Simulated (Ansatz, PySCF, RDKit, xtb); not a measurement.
# Si2SbH7O: a search for the lowest isomer

Task: start from the formula Si2SbH7O, draw up candidate structures, narrow them down in stages, and characterise the one that lies lowest at 298.15 K.

Plan: many cheap relaxations first (GFN2-xTB), then density-functional screening, relaxation at PBE0-D3(BJ)/def2-SVP, vibrations and a final energy. The numbers are computed, not measured.

6 further runs of the same task are left out: 6 set aside as unsound or not needed.

## (1) Drawing up candidates

All bonding patterns within simple valence rules are listed by program: one Lewis structure each, at most two rings and one unusual centre or charged pair. O–O, O–halogen and N–halogen bonds and N–N–N chains are not drawn. That gives 28 candidates.

c044 [SiH2-][SbH2+][O][SiH3]; c116 [OH][Sb@H](=[SiH2])[SiH3]; c133 [SiH2-][OH+][SbH][SiH3]; c167 [SiH3]O[SiH-][SbH3+]; c229 O[SiH-][SbH2+][SiH3]; c241 O[SiH2][SbH2+][SiH2-]; c257 [O]=[SbH]([SiH3])[SiH3]; c271 [SiH2-][OH+][SiH2][SbH2]; c275 O[Si@H]([SiH3])[SbH2]; c296 [SiH3]O[SiH2][SbH2]; c366 [OH][SbH][SiH2][SiH3]; c405 [OH][Sb]([SiH3])[SiH3]; c434 O[SiH2][SiH2][SbH2]; c492 [SiH3][SiH2][O][SbH2]; c529 O[SiH2][SbH][SiH3]; c572 [OH2+][SiH-][SiH2][SbH2]; c593 [SiH3][O][SbH][SiH3]; c638 O=[Si@H-]([SiH3])[SbH3+]; c707 [OH2+][Si-]([SiH3])[SbH2]; c817 [OH2+][SiH-][SbH][SiH3]; c825 [SiH3][SiH-][OH+][SbH2]; c858 O[Si@H-](=[SiH2])[SbH3+]; c864 [SiH3][OH+][SiH-][SbH2]; c870 O[SiH2][SiH-][SbH3+]; c900 [SiH2-][O+]([SiH3])[SbH2]; c950 O[Si-]([SiH3])[SbH3+]; c951 [O-][SbH2+][SiH2][SiH3]; c978 [OH][SbH2+][SiH-][SiH3].

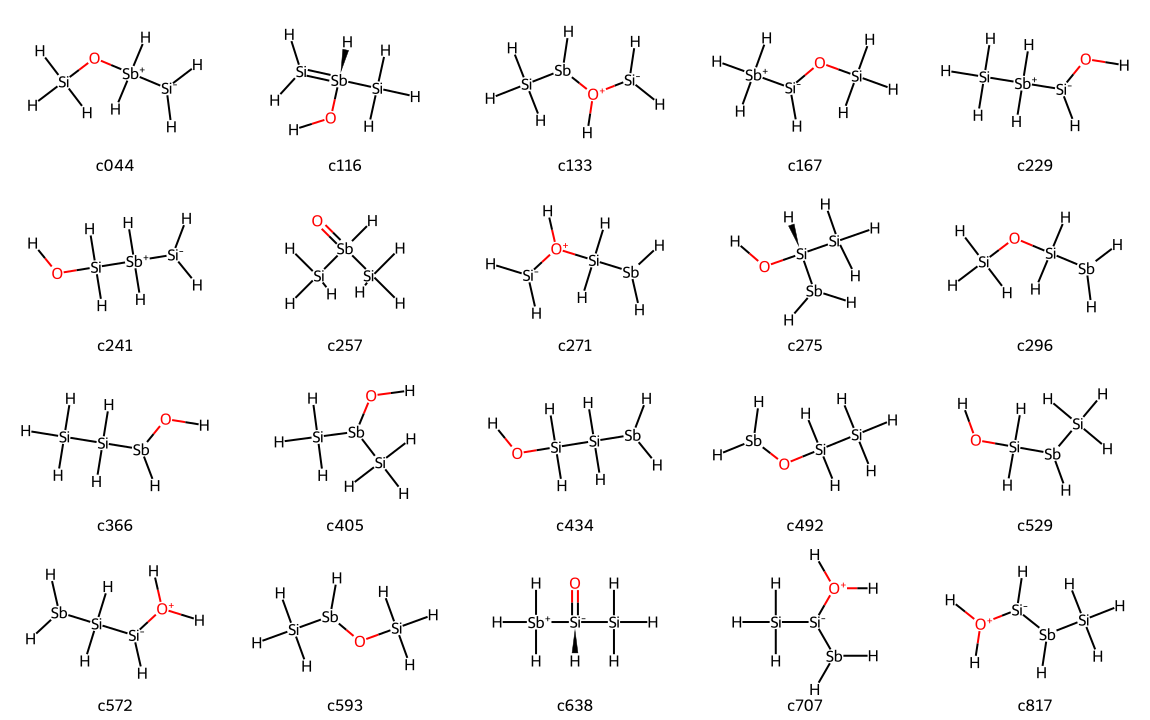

Structural formulas of the candidates (the first 20).

Candidates are built by distance geometry, with a force field where one applies, in up to four conformers (letters a to d). 10 starts with atoms placed at random are added, to find patterns that the rules miss.

## (2) Cheap relaxation of all starts

All 72 starts are relaxed the same way. One of them, c576 (atoms placed at random), in full:

The input, start.xyz:

```xyz
11
c576
O      0.525900    -0.846150     0.599780
Sb     0.425270     0.993570     1.167320
Si     0.103150    -1.027530    -1.023730
Si     0.928300    -1.346620     2.019450
H     -0.689920    -0.630410     0.327650
H     -0.076490     2.447960     0.331760
H      1.113600    -2.294630    -0.559600
H     -1.924120     0.571540     1.138920
H     -1.070310    -1.559440    -1.188780
H     -0.723320     0.000760     2.009590
H     -0.671190     0.676480    -0.811660
```

The run is started by

```
$ xtb start.xyz --gfn 2 --opt
```

Log (excerpt; [...] marks lines left out):

```text
* xtb version 6.7.1
[...]
          :  # basis functions                  41          :
[...]
          :  # electrons                        26          :
[...]
          :  Hamiltonian                  GFN2-xTB          :
[...]
          :  net charge                          0          :
          :  unpaired electrons                  0          :
[...]
   *** convergence criteria satisfied after 24 iterations ***
[...]
   *** GEOMETRY OPTIMIZATION CONVERGED AFTER 60 ITERATIONS ***
[...]
   *** convergence criteria satisfied after 3 iterations ***
[...]
         ::                     SUMMARY                     ::
         :::::::::::::::::::::::::::::::::::::::::::::::::::::
         :: total energy             -13.336364878834 Eh    ::
         :: gradient norm              0.000639837193 Eh/a0 ::
         :: HOMO-LUMO gap              1.589749956099 eV    ::
         ::.................................................::
         :: SCC energy               -13.429744156906 Eh    ::
         :: -> isotropic ES            0.043365854163 Eh    ::
         :: -> anisotropic ES          0.000839452972 Eh    ::
         :: -> anisotropic XC         -0.001435440012 Eh    ::
         :: -> dispersion             -0.009147930137 Eh    ::
         :: repulsion energy           0.093379278072 Eh    ::
         :: add. restraining           0.000000000000 Eh    ::
         :: total charge               0.000000000000 e     ::
         :::::::::::::::::::::::::::::::::::::::::::::::::::::
[...]
        13        2.0000           -0.3154095              -8.5827 (HOMO)
        14                         -0.2569873              -6.9930 (LUMO)
[...]
          | TOTAL ENERGY              -13.336364878834 Eh   |
          | GRADIENT NORM               0.000639837193 Eh/α |
          | HOMO-LUMO GAP               1.589749956099 eV   |
           -------------------------------------------------
[...]
```

Run time: 0.54 s. Hardware: 2 threads of Intel Xeon Platinum 8259CL at 2.50GHz (Skylake/Cascade Lake), shared host.

## (3) The minima found

72 of the 72 relaxations converged; 3 ended on a minimum already found. 69 distinct structures remain, the lowest 22 here:

```csv
label,start,SMILES after,spin,energy (kcal/mol),note
c900b,drawn,[SiH3]O[SiH2][SbH2],singlet,0.0,bonds changed
c296a,drawn,[SiH3]O[SiH2][SbH2],singlet,1.4,
c593b,drawn,[SiH3][O][SbH][SiH3],singlet,12.1,
c593a,drawn,[SiH3][O][SbH][SiH3],singlet,12.5,
c167c,drawn,[SiH3][O][SiH][SbH3] ‡,singlet,28.7,
c167b,drawn,[SiH3][O][SiH][SbH3] ‡,singlet,28.7,
c167a,drawn,[SiH3][O][SiH][SbH3] ‡,singlet,28.8,
c492a,drawn,[SiH3][SiH2][O][SbH2],singlet,29.8,
c492b,drawn,[SiH3][SiH2][O][SbH2],singlet,30.8,
c492c,drawn,[SiH3][SiH2][O][SbH2],singlet,30.9,
c529a,drawn,O[SiH2][SbH][SiH3],singlet,35.2,
c133b,drawn,O[SiH2][SbH][SiH3],singlet,35.5,bonds changed
c044b,drawn,[SiH2][SbH2][O][SiH3] ‡,singlet,35.6,
c529b,drawn,O[SiH2][SbH][SiH3],singlet,36.5,
c576,random,[H][H].[SiH3][O][Si][SbH2] ‡,singlet,40.1,fell apart
c044c,drawn,[SiH2][SbH2][O][SiH3] ‡,singlet,40.1,
c405a,drawn,[OH][Sb]([SiH3])[SiH3],singlet,45.2,
c638a,drawn,O=[SiH][SiH3].[SbH3],singlet,46.8,fell apart
c434b,drawn,O[SiH2][SiH2][SbH2],singlet,47.0,
c275a,drawn,O[Si@H]([SiH3])[SbH2],singlet,47.3,
c434a,drawn,O[SiH2][SiH2][SbH2],singlet,47.6,
c434c,drawn,O[SiH2][SiH2][SbH2],singlet,48.7,
```

‡ marks the bonded skeleton alone, with all bonds drawn single: no Lewis structure was assigned that passes a check against the bond lengths.

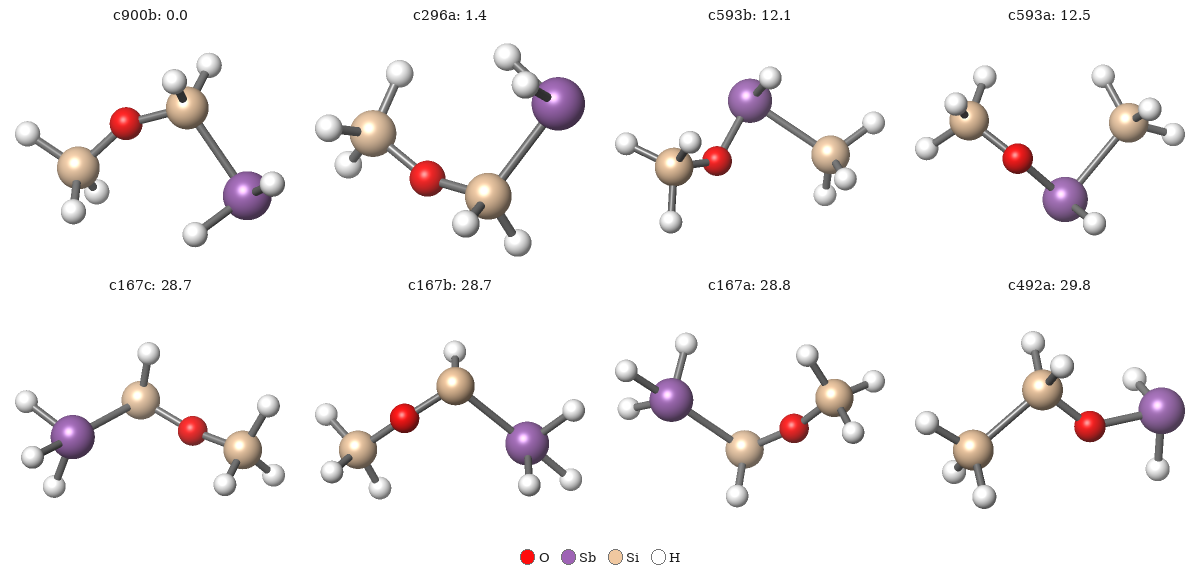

The 8 lowest minima that did not fall apart, with their GFN2-xTB energies in kcal/mol.

## (4) Second filter: single points

A choice of the minima (the low ones first, few conformers of a pattern, up to a cap) and the lowest that fell apart get a single point at r2SCAN-D4/def2-SVP on the tight-binding geometry, and one at HF/STO-3G for comparison. The lowest singlets are also tried as triplets at the same geometry (label ending in t). Within 30 kcal/mol but not screened, among others: c167a. The first, c900b:

The input, input.yaml:

```yaml
crystal:
  periodic: [false, false, false]
  atoms:
    - {symbol: O, position_ang: [-1.622064, -0.353226, 0.498132]}
    - {symbol: Sb, position_ang: [0.131074, -3.177597, 1.199713]}
    - {symbol: Si, position_ang: [-0.071380, -0.675535, 0.860072]}
    - {symbol: Si, position_ang: [-3.193513, -0.732027, 0.443232]}
    - {symbol: H, position_ang: [0.658236, -0.265054, -0.340698]}
    - {symbol: H, position_ang: [0.244969, 0.241031, 1.954131]}
    - {symbol: H, position_ang: [-3.859486, 0.546567, 0.228332]}
    - {symbol: H, position_ang: [-3.368031, -1.669265, -0.667473]}
    - {symbol: H, position_ang: [-3.570076, -1.356463, 1.711565]}
    - {symbol: H, position_ang: [1.108416, -2.965772, 2.568065]}
    - {symbol: H, position_ang: [-1.220119, -3.185060, 2.220555]}
basis:
  gaussian: {orbitals: def2-SVP}
hamiltonian: {xc: {name: r2SCAN}, dispersion: d4}
scf: {lower_state_search: off}
output: {orbitals: {seedname: orbitals}}
```

The run is started by

```
$ ansatz run input.yaml --threads 2 --pin off --max-ram 4350MiB --events-out events.jsonl --progress --plain --runs-dir runs
```

Log (excerpt; [...] marks lines left out):

```text
Warning: RAYON_NUM_THREADS=2 ignored (pool sized by the plan → 2); use --threads N
Functional definition: r2SCAN
  name "r2SCAN"
[...]
1257 factors; their error is unknown
[...]
mean field -24448.60456116 eV, -898.4696457631 hartree, gradient 1.0e-6 eV, S^2 0.000000; 0 other end points of the search recorded, 0 dependent functions left out
reference -24448.60457304 eV, -898.4696461998 hartree; 33, 33 occupied and 78, 78 virtual orbitals, 1257 factors
Total energy: -24448.67754160 eV, -898.4723277449 hartree
Checks for a lower state left out: stability, starts, cluster_reference, orbital_swaps, neighbouring_geometries, increment
```

Wall time 2.1 s (2 threads of Intel Xeon Platinum 8259CL at 2.50GHz (Skylake/Cascade Lake), shared host); peak memory 0.16 GiB.

Relative energies in kcal/mol, each column from its lowest structure that stays in one piece:

```csv
label,SMILES,spin,GFN2-xTB,HF/STO-3G,r2SCAN-D4/def2-SVP
c296a,[SiH3]O[SiH2][SbH2],singlet,1.4,0.0,0.0
c900b,[SiH3]O[SiH2][SbH2],singlet,0.0,1.7,0.3
c593b,[SiH3][O][SbH][SiH3],singlet,12.1,14.4,22.0
c593a,[SiH3][O][SbH][SiH3],singlet,12.5,14.3,22.4
c492a,[SiH3][SiH2][O][SbH2],singlet,29.8,21.9,30.7
c576,[H][H].[SiH3][O][Si][SbH2] ‡,singlet,40.1,58.0,45.8
c167c,[SiH3][O][SiH][SbH3] ‡,singlet,28.7,66.0,48.0
c167b,[SiH3][O][SiH][SbH3] ‡,singlet,28.7,67.3,48.4
c593bt,[SiH3][O][SbH][SiH3],triplet,–,–,102.1
c296at,[SiH3]O[SiH2][SbH2],triplet,–,–,104.7
```

‡ marks the bonded skeleton alone, with all bonds drawn single: no Lewis structure was assigned that passes a check against the bond lengths.

Measured from c296a, GFN2-xTB misplaces c167b by 21 kcal/mol against r2SCAN-D4/def2-SVP, so minima dropped on its energies alone could hide the lowest isomer.

## (5) Third filter: density-functional geometries

3 candidates are relaxed at PBE0-D3(BJ)/def2-SVP (chosen among the lowest in one piece). The first, c296a:

The input, input.yaml:

```yaml
crystal:
  periodic: [false, false, false]
  atoms:
    - symbol: O
      position_ang: [-2.063445, -0.769951, 0.505593]
    - symbol: Sb
      position_ang: [-0.612910, -3.537091, 2.012446]
    - symbol: Si
      position_ang: [-1.015750, 0.238403, -0.207986]
    - symbol: Si
      position_ang: [-2.510309, -1.907284, 1.571497]
    - symbol: H
      position_ang: [0.220488, -0.494070, -0.485433]
    - symbol: H
      position_ang: [-0.776290, 1.347327, 0.713635]
    - symbol: H
      position_ang: [-1.703584, 0.640284, -1.430510]
    - symbol: H
      position_ang: [-3.612584, -2.581802, 0.887005]
    - symbol: H
      position_ang: [-3.015305, -1.181841, 2.735210]
    - symbol: H
      position_ang: [-0.078249, -2.637619, 3.345016]
    - symbol: H
      position_ang: [0.453659, -2.650979, 1.044699]
basis:
  gaussian:
    orbitals: def2-SVP
hamiltonian:
  xc: pbe0
  dispersion: d3bj
scf:
  lower_state_search: "off"
relax:
  f_tol: 0.003
```

The run is started by

```
$ ansatz run input.yaml --threads 2 --pin off --max-ram 4350MiB --events-out events.jsonl --progress --plain --runs-dir runs
```

Log (excerpt; [...] marks lines left out):

```text
Warning: RAYON_NUM_THREADS=2 ignored (pool sized by the plan → 2); use --threads N
[...]
Functional definition: PBE0
  name "PBE0"
[...]
1230 factors; integrals over basis functions are off by at most 4.0e-4 eV
[...]
mean field -24439.72096118 eV, -898.1431794855 hartree, gradient 7.5e-6 eV, S^2 0.000000; 0 other end points of the search recorded, 0 dependent functions left out
[...]
Atom 7 at    -3.579393    -2.879898     0.917175 Å, force     0.000305    -0.000019     0.000291 eV/Å
Atom 8 at    -3.227421    -1.271209     2.702903 Å, force     0.000236    -0.000588    -0.001397 eV/Å
Atom 9 at     0.301473    -1.850311     2.631418 Å, force    -0.000075    -0.000191     0.000082 eV/Å
Atom 10 at     0.020379    -3.456921     0.796622 Å, force    -0.000274     0.000072     0.001003 eV/Å
Dipole moment:     0.046051    -0.008753     0.053416 e Å
Checks for a lower state left out: stability, starts, cluster_reference, orbital_swaps, neighbouring_geometries, increment
```

It took 72 s on 2 threads of Intel Xeon Platinum 8259CL at 2.50GHz (Skylake/Cascade Lake), shared host; peak memory 0.26 GiB.

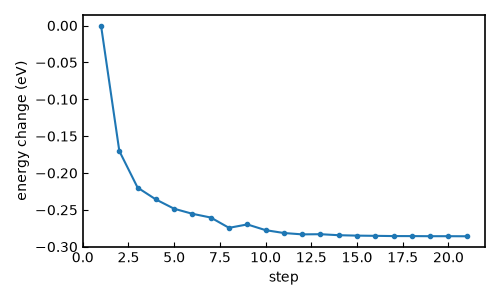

Energy along the run, all evaluated steps.

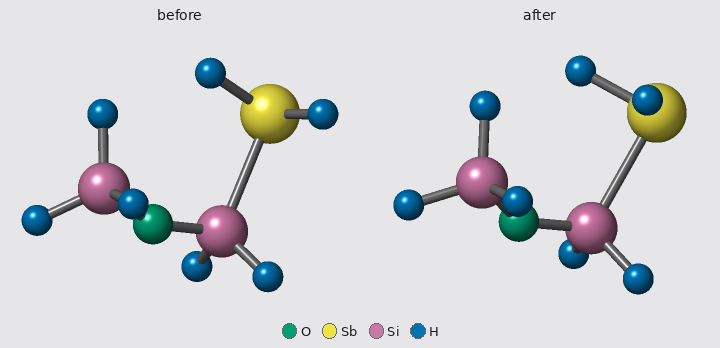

Before and after, at one scale.

After the run. Bond lengths: O1–Si3 1.660 Å, O1–Si4 1.660 Å, Sb2–Si4 2.584 Å, Si3–H5 1.494 Å, Si3–H6 1.494 Å, Si3–H7 1.489 Å, Si4–H8 1.492 Å, Si4–H9 1.496 Å, Sb2–H10 1.718 Å, Sb2–H11 1.716 Å. Some angles: Si3–O1–Si4 143.9°, O1–Si4–Sb2 113.2°, O1–Si3–H5 110.4°, O1–Si3–H6 110.4°, O1–Si3–H7 108.0°, O1–Si4–H8 108.1°, O1–Si4–H9 109.7°, Sb2–Si4–H8 109.1°, Sb2–Si4–H9 107.9°, Si4–Sb2–H10 89.7°.

## (6) Ranking at PBE0-D3(BJ)/def2-SVP

```csv
label,spin,r2SCAN-D4/def2-SVP (kcal/mol),"PBE0-D3(BJ)/def2-SVP, relaxed (kcal/mol)",time
c296a,singlet,0.0,0.0,72 s
c900b,singlet,0.3,0.5,2.8 min
c593b,singlet,22.0,23.5,5.9 min
```

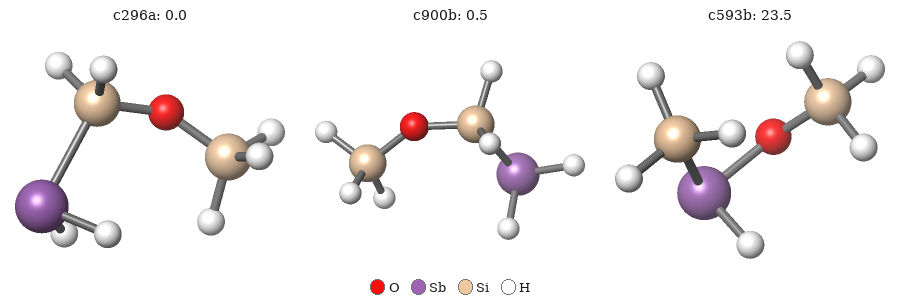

The relaxed structures, with energies at PBE0-D3(BJ)/def2-SVP in kcal/mol.

## (7) Harmonic analysis of the finalists

The lowest few in one piece go on as finalists. Harmonic vibrations at PBE0-D3(BJ)/def2-SVP test each finalist and give the zero-point energy and the thermal terms. The first, c296a:

The input, input.yaml:

```yaml
basis:
  gaussian: {orbitals: def2-SVP}
crystal:
  periodic: [false, false, false]
  atoms:
    - {symbol: O, position_ang: [-2.170491, -0.817341, 0.390820]}
    - {symbol: Sb, position_ang: [-0.573183, -3.310256, 2.399891]}
    - {symbol: Si, position_ang: [-0.987720, 0.255396, -0.062365]}
    - {symbol: Si, position_ang: [-2.589444, -1.947936, 1.531185]}
    - {symbol: H, position_ang: [0.315244, -0.451926, -0.242766]}
    - {symbol: H, position_ang: [-0.822265, 1.316865, 0.976202]}
    - {symbol: H, position_ang: [-1.401459, 0.878915, -1.349912]}
    - {symbol: H, position_ang: [-3.579393, -2.879898, 0.917175]}
    - {symbol: H, position_ang: [-3.227421, -1.271209, 2.702903]}
    - {symbol: H, position_ang: [0.301473, -1.850311, 2.631418]}
    - {symbol: H, position_ang: [0.020379, -3.456921, 0.796622]}
hamiltonian: {xc: {name: PBE0}, dispersion: d3bj}
scf: {lower_state_search: "off"}
phonons: {}
```

The run is started by

```
$ ansatz run input.yaml --threads 2 --pin off --max-ram 4350MiB --events-out events.jsonl --progress --plain --runs-dir runs
```

Log (excerpt; [...] marks lines left out):

```text
Warning: RAYON_NUM_THREADS=2 ignored (pool sized by the plan → 2); use --threads N
[... 2 set-up lines as earlier in the session ...]
[...]
1239 factors; integrals over basis functions are off by at most 3.6e-4 eV
[...]
mean field -24440.00613235 eV, -898.1536593328 hartree, gradient 2.6e-6 eV, S^2 0.000000; 0 other end points of the search recorded, 0 dependent functions left out
[...]
Atom 10 at     0.020379    -3.456921     0.796622 Å, force    -0.000151     0.000098     0.000940 eV/Å
Dipole moment:     0.046049    -0.008754     0.053417 e Å
Vibrations: 27.07 55.33 77.31 130.12 182.15 304.37 373.30 510.57 604.30 620.88 723.50 731.49 759.93 834.36 862.32 938.20 947.76 950.97 993.36 1098.82 1952.39 1963.43 2216.32 2234.95 2238.68 2241.55 2262.64 cm⁻¹, zero-point energy 1.663624 eV
Checks for a lower state left out: stability, starts, cluster_reference, orbital_swaps, neighbouring_geometries, increment
```

Run time: 4.9 min. Hardware: 2 threads of Intel Xeon Platinum 8259CL at 2.50GHz (Skylake/Cascade Lake), shared host; peak memory 0.25 GiB.

## (8) Zero-point energy and free-energy terms

At 298.15 K and 1 atm, ideal gas, rigid rotor and harmonic oscillator:

```csv
label,SMILES,spin,point group,lowest mode (cm⁻¹),zero-point (kcal/mol),G − E (kcal/mol)
c296a,[SiH3]O[SiH2][SbH2],singlet,C1,27,38.4,15.1
c900b,[SiH3]O[SiH2][SbH2],singlet,C1,31,38.3,15.0
c593b,[SiH3][O][SbH][SiH3],singlet,C1,47,38.2,15.5
```

Chiral structures get −RT ln 2 for their mirror image.

## (9) Last filter: a higher level

Single points at CCSD(T)/def2-SVP + MP2/def2-TZVPP - MP2/def2-SVP on the refined geometries decide the order.

c296a, CCSD(T)/def2-SVP:

The input, input.yaml:

```yaml
crystal:
  periodic: [false, false, false]
  atoms:
    - symbol: O
      position_ang: [-2.170491, -0.817341, 0.390820]
    - symbol: Sb
      position_ang: [-0.573183, -3.310256, 2.399891]
    - symbol: Si
      position_ang: [-0.987720, 0.255396, -0.062365]
    - symbol: Si
      position_ang: [-2.589444, -1.947936, 1.531185]
    - symbol: H
      position_ang: [0.315244, -0.451926, -0.242766]
    - symbol: H
      position_ang: [-0.822265, 1.316865, 0.976202]
    - symbol: H
      position_ang: [-1.401459, 0.878915, -1.349912]
    - symbol: H
      position_ang: [-3.579393, -2.879898, 0.917175]
    - symbol: H
      position_ang: [-3.227421, -1.271209, 2.702903]
    - symbol: H
      position_ang: [0.301473, -1.850311, 2.631418]
    - symbol: H
      position_ang: [0.020379, -3.456921, 0.796622]
basis:
  gaussian:
    orbitals: def2-SVP
correlation:
  method: ccsd_t
  frozen_orbitals: {Si: 5, Sb: 4, H: 0, O: 1}
```

The run is started by

```
$ ansatz run input.yaml --threads 2 --pin off --max-ram 4350MiB --events-out events.jsonl --progress --plain --runs-dir runs
```

Log (excerpt; [...] marks lines left out):

```text
Warning: RAYON_NUM_THREADS=2 ignored (pool sized by the plan → 2); use --threads N
Functional definition: HF
  name "HF"
[...]
1151 factors; integrals over basis functions are off by at most 1.2e-3 eV
[...]
mean field -24378.20595757 eV, -895.8825447991 hartree, gradient 1.6e-6 eV, S^2 0.000000; 0 other end points of the search recorded, 0 dependent functions left out
15 core orbitals not correlated: weight in the atoms' cores, before any rotation towards them, 1.000 or more for the frozen orbitals, at most 0.000 for the correlated occupied ones
reference -24378.20595757 eV, -895.8825447991 hartree; 18, 18 occupied and 78, 78 virtual orbitals, 1151 factors
second order -13.74080095 eV of doubles, -0.00000000 eV of singles
cycle   1  -14.76796328 eV  change    -1.0e0 eV  update   1.1e-1
[...]
cycle   9  -15.40194592 eV  change   -2.5e-5 eV  update   1.8e-5
perturbative correction -0.38803629 eV, -0.0142600708 hartree
Total energy: -24393.99593978 eV, -896.4628159426 hartree
```

Wall time 17 s (2 threads of Intel Xeon Platinum 8259CL at 2.50GHz (Skylake/Cascade Lake), shared host); peak memory 0.55 GiB.

(Part 1 of 2 ends here.)
